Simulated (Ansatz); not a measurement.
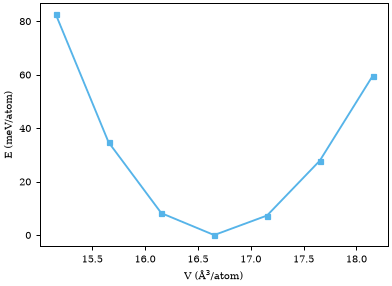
Figure. NbAs (CsCl type, Pm-3m) under volume change, PBE in the plane-wave PAW code Ansatz, scaled uniformly.

Question: What does a third-order Birch–Murnaghan fit give for V₀, B₀ and B′?

Answer: V₀ = 16.66 Å³/atom, B₀ = 165 GPa, B′ = 4.4.

The cell is a constructed one: a structure type filled with these elements; neither database checked (COD, Materials Project) lists it. COD files the formula under space group No. 109, so this cell is another polymorph or a model. Whether it is the stable phase at ambient conditions was not checked. Symmetry was held in the PBE relaxation; its stability against distortions is not shown here. The run is not spin-polarised.

Potentials: the later of the program's two PAW sets.
